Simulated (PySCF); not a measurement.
# C2H5BO2, SMILES `B1OCCO1`: electronic structure

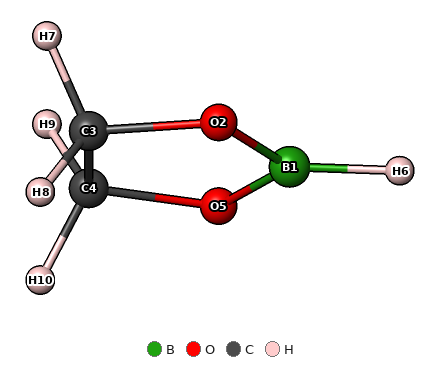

The molecule, with its atoms numbered as below. No frequency check shows the geometry to be a minimum.

Cartesian coordinates (Å):

```
B1      -1.2251   -0.0158   -0.0001
O2      -0.4926    1.1260   -0.0001
C3       0.8803    0.7856    0.0002
C4       0.9009   -0.7620   -0.0000
O5      -0.4626   -1.1387    0.0000
H6      -2.3848   -0.0309    0.0001
H7       1.3503    1.2109    0.8919
H8       1.3514    1.2098   -0.8918
H9       1.3811   -1.1757    0.8920
H10      1.3821   -1.1747   -0.8917
```

### 1. Excited states

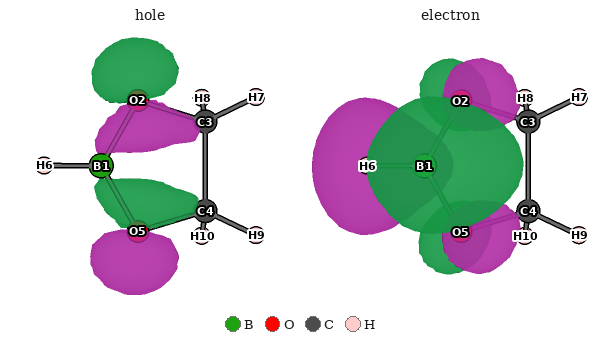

Leading natural transition orbital pair of S₃ (full linear response singlet states); the surfaces enclose about 78 % of each orbital's density.

Level of theory: PBE0/def2-SVP (PySCF), at a geometry from GFN2-xTB. Without diffuse functions Rydberg states are missing, so the states' numbers hold for this basis only.

Question: Characterise the state.

Answer: 9.01 eV (138 nm), f = 0.000 (dark), n → empty p orbital of B1; the leading pair carries 98 %; hole on O2 and O5 (42 % each) and B1 (7 %), electron on B1 (55 %), O2 and O5 (13 % each) and H6 (10 %); their centroids lie 0.6 Å apart; S₄ lies within 0.1 eV of it. In canonical orbitals it is mainly HOMO−2 → LUMO (97 %). The HOMO–LUMO gap is 9.10 eV.

### 2. In an electric field

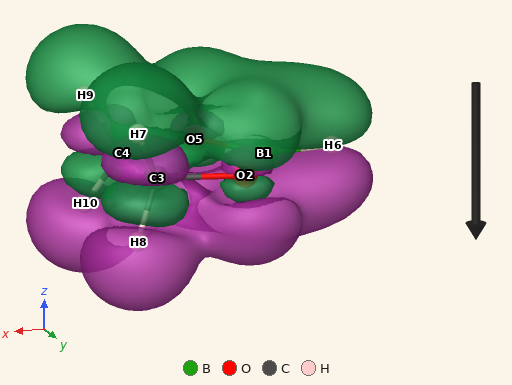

Change of the electron density in a uniform field of 0.41 V/Å along −z (arrow), surfaces at ±0.0015 e/Å³ (green: gain, purple: loss).

PySCF calculation, B3LYP/def2-SVPD, gas phase; geometry: GFN2-xTB.

Question: What dipole is induced, and what polarisability does it imply?

Answer: The induced dipole is 0.72 D (along the field); α along this axis, from the fields in both directions, is 35 bohr³ (5.2 Å³).

Question: Which atoms gain and lose the most charge?

Answer: Electrons gather most on H7 and H9 alike (Hirshfeld charge changes by −0.012 e) and leave H8 and H10 alike most (+0.012 e); 0.083 electrons are displaced in all.

### 3. Localised orbitals

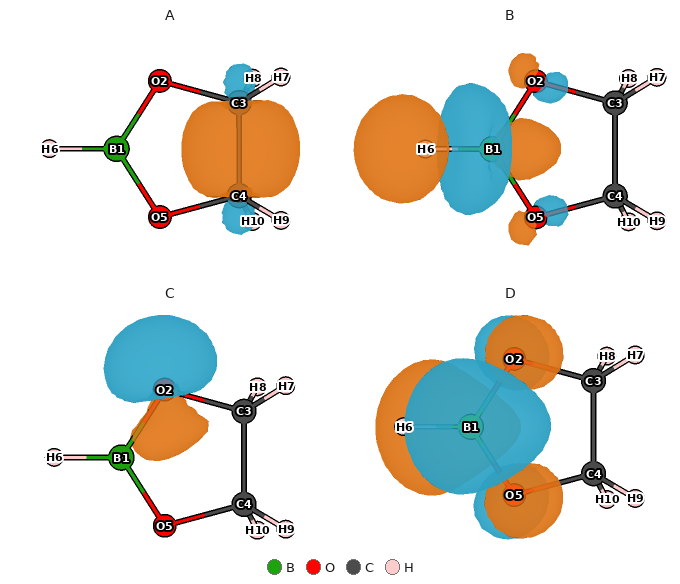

Intrinsic bond orbitals (IBO), occupied and valence-virtual; each surface holds about 85 % of the orbital's density. Energies are diagonal elements of the Fock matrix.

PySCF calculation, PBE0/cc-pVTZ, gas phase; geometry: GFN2-xTB.

Question: Identify each orbital.

Answer: By panel:
- A: σ bond C3–C4 (C3 50 %, C4 50 %; −15.5 eV)
- B: σ* orbital H6–B1 (H6 50 %, B1 49 %; 13.1 eV)
- C: lone pair on O2 (sp2.2-type) (O2 97 %; −13.2 eV)
- D: π* orbital B1–O2, mostly on B1 (B1 77 %, O2 11 %, O5 11 %; 1.8 eV)

### 4. Stretching a bond

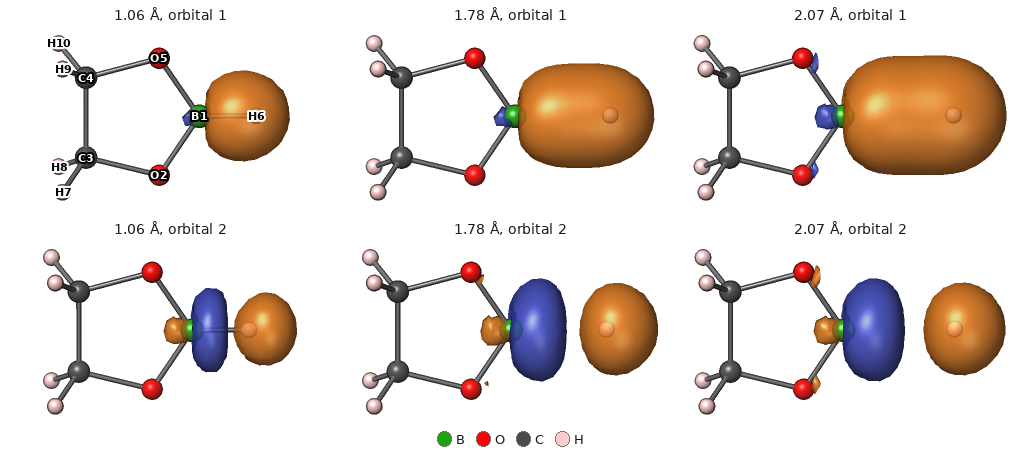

Rigid stretch of the B1–H6 bond. The two CASSCF(2,2) natural orbitals nearest half filling (orbital 1 the more occupied).

Computed with PySCF, def2-SVP basis, geometry: GFN2-xTB.

Question: How do the occupations change along the stretch?

Answer: 1.06 Å: 1.99 and 0.01; 1.78 Å: 1.92 and 0.08; 2.07 Å: 1.85 and 0.15. At the longest distance computed (3.22 Å) they are 1.33 and 0.67, and the effective number of unpaired electrons is 1.6.

Question: Where does the UHF solution part from RHF?

Answer: Between 1.78 Å (⟨S²⟩ = 0, the two coincide) and 2.07 Å (⟨S²⟩ = 0.41); at 3.22 Å ⟨S²⟩ is 0.98 and UHF lies 3.0 eV below RHF.

Question: How much energy does the stretch cost?

Answer: By CASSCF, 4.3 eV from the lowest point of the scan (1.26 Å) to 3.22 Å; RHF gives 6.9 eV from its own lowest point. The fragments aren't relaxed and dynamic correlation is missing, so this isn't a bond dissociation energy.

The PySCF runs shown took 4.4 min, 34 s, 27 s and 4.6 min on 1 thread of Arm Neoverse V2, on a shared host.
